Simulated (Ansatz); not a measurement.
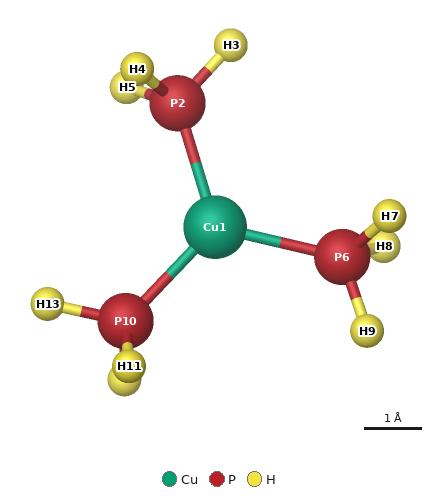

Figure 1. The structure as given in the input (ball-and-stick view, seen on its broad side; atoms are numbered from 1 in the order of the input). Sticks mark near contacts. Bond lengths as drawn: Cu–P 2.31 to 2.32 Å and H–P 1.42 Å.

# CuP3H9: a changed input and its effect

System: CuP3H9, charge +1.
Method of run A: RKS PBE0-D4/def2-TZVP (Ansatz 0.2.0).

The geometry comes from this level: B3LYP-D4/def2-SVP. Text and figures count atoms from 1; the logs count them from 0 in places.

## The input, run A
```yaml
crystal:
  periodic: [false, false, false]
  atoms:
    - {symbol: Cu, position_ang: [-0.001443, 0.000962, -0.001876]}
    - {symbol: P, position_ang: [2.313589, 0.020321, -0.007734]}
    - {symbol: H, position_ang: [3.038195, 1.235932, 0.070211]}
    - {symbol: H, position_ang: [2.964402, -0.546390, -1.132569]}
    - {symbol: H, position_ang: [2.986570, -0.697720, 1.012661]}
    - {symbol: P, position_ang: [-1.175514, 1.995797, -0.008531]}
    - {symbol: H, position_ang: [-0.850647, 2.956202, -0.999385]}
    - {symbol: H, position_ang: [-1.056052, 2.822390, 1.137139]}
    - {symbol: H, position_ang: [-2.586345, 2.016614, -0.142620]}
    - {symbol: P, position_ang: [-1.138385, -2.015325, 0.012750]}
    - {symbol: H, position_ang: [-2.065689, -2.258226, -1.031699]}
    - {symbol: H, position_ang: [-1.986290, -2.281151, 1.117431]}
    - {symbol: H, position_ang: [-0.442391, -3.249426, -0.025780]}
basis:
  gaussian: {orbitals: def2-TZVP, initial_orbitals: start.molden}
total_charge: 1
hamiltonian: {xc: pbe0, dispersion: d4}
scf: {omitted_lower_state_checks: [starts]}
output: {orbitals: {seedname: orbitals}}
```

Launched with:
```bash
ansatz run in.yaml --threads 4 --pin off --events-out ev --progress --plain --max-ram 8704MiB
```

Hardware: 4 threads of Arm Neoverse N1, 23 GiB of memory available, shared host.

## Output (run A)
```
Functional definition: PBE0
  parameter a = 0.25
  parameter kappa = 0.804
  parameter beta = 0.06672455060314922
  exchange = (1 - a)*pbe_x(kappa = kappa, mu = beta*pi^2/3) + a*exact_x
  correlation = pbe_c(beta = beta)
these checks for a lower state are left out or cut short: starts
1784 factors; their error is unknown
mean field evaluation 1: about -72629.7822 eV, gradient 1.5e2 eV
mean field evaluation 2: about -72632.5507 eV, gradient 4.8e0 eV
mean field evaluation 4: about -72632.6563 eV, gradient 1.2e-3 eV
mean field -72632.71914573 eV, -2669.2031963803 hartree, gradient 2.9e-5 eV, S^2 0.000000; 0 other end points of the search recorded, 0 dependent functions left out
reference -72632.71918621 eV, -2669.2031978679 hartree; 41, 41 occupied and 169, 169 virtual orbitals, 1784 factors
Total energy: -72632.98418501 eV, -2669.2129363943 hartree
Checks for a lower state left out: starts
```

For run B the input was changed thus:
```diff
-hamiltonian: {xc: pbe0, dispersion: d4}
+hamiltonian: {xc: {name: wB97M-V}}
```

How does run B compare with run A?

The total energies belong to different models, so their difference says nothing on which is more stable or more accurate. The HOMO goes from −11.59 to −13.91 eV. The LUMO goes from −5.01 to −3.16 eV. On the same kind of shared host run B took about 3.1 times as long.

## Output (run B)
```
Functional definition: wB97M-V
  parameter omega = 0.3/bohr
  parameter cx = 0.15
  parameter cx01 = 1.007
  parameter cx10 = 0.259
  parameter css00 = 0.443
  parameter css04 = -1.437
  parameter css10 = -4.535
  parameter css20 = -3.390
  parameter css43 = 4.278
  parameter cos00 = 1.000
  parameter cos10 = 1.358
  parameter cos20 = 2.924
  parameter cos21 = -8.812
  parameter cos60 = -1.390
  parameter cos61 = 9.142
  parameter b = 6.0
  parameter c = 0.01
  gx(w, u) = 1 - cx + cx01*u + cx10*w
  gss(w, u) = css00 + css04*u^4 + css10*w + css20*w^2 + css43*w^4*u^3
  gos(w, u) = cos00 + cos10*w + (cos20 + cos21*u)*w^2 + (cos60 + cos61*u)*w^6
  exchange = spin_sum(e_x_unif_sr(omega)*gx(b97_w, b97_u_x)) + cx*exact_x_sr(omega) + exact_x_lr(omega)
  correlation = spin_sum(e_c_pw_mod_same_spin*gss(b97_w, b97_u_same))
      + integral(e_c_pw_mod_opposite_spin*gos(b97_w_opposite, b97_u_opposite)) + vv10(b, c)
these checks for a lower state are left out or cut short: starts
1737 factors; their error is unknown
402 factors; integrals over basis functions are off by at most 1.3e-5 eV
mean field evaluation 1: about -72644.7748 eV, gradient 1.2e1 eV
mean field evaluation 2: about -72644.8840 eV, gradient 1.4e-1 eV
mean field evaluation 4: about -72644.9063 eV, gradient 2.8e-4 eV
mean field -72644.90625114 eV, -2669.6510642434 hartree, gradient 1.2e-5 eV, S^2 0.000000; 0 other end points of the search recorded, 0 dependent functions left out
reference -72644.90631704 eV, -2669.6510666652 hartree; 41, 41 occupied and 169, 169 virtual orbitals, 1737 factors
Total energy: -72644.90631704 eV, -2669.6510666652 hartree
Checks for a lower state left out: starts
```

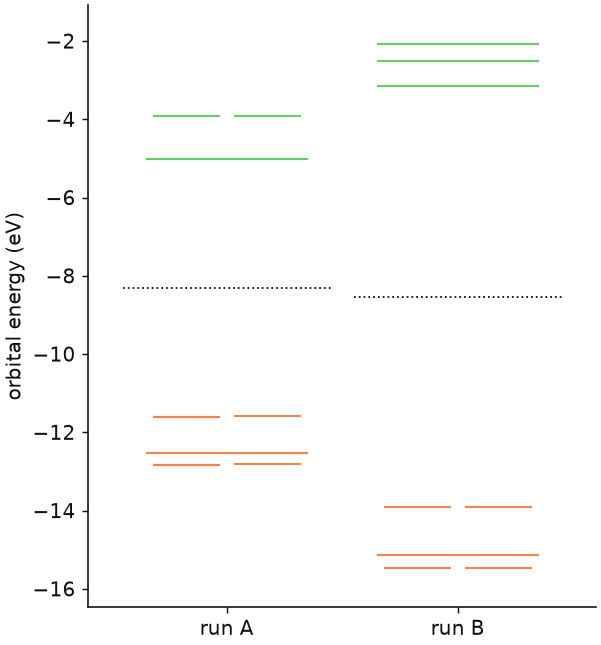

Figure 2. The five highest filled and three lowest empty orbital energies of the two runs; the dotted lines part filled from empty levels. The HOMO–LUMO gap is 6.58 eV in run A and 10.75 eV in run B.

## The two runs side by side

```tsv
quantity	run A	run B
outcome	converged	converged
total energy (hartree)	−2669.212936	−2669.651067
HOMO (eV)	−11.59	−13.91
LUMO (eV)	−5.01	−3.16
basis functions	210	210
wall time (shared host)	6.5 s	20 s
```
